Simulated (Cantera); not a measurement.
Input: 1 mol Ni, 0.63 mol NH₃, 70 mol H₂, equilibrated at 13.3 mbar.

Equilibrium computed with Cantera from the NASA thermochemical tables; the gas is ideal and each condensed phase is pure. Candidate condensed phases: Ni; 10 gas species. Rates play no part.

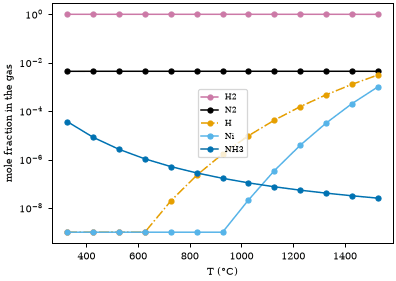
Figure: Equilibrium gas composition (values under 1e-9 drawn at 1e-9)

From 327 °C to 1427 °C the condensed part is Ni(s). At 1527 °C the condensed part is Ni(l).
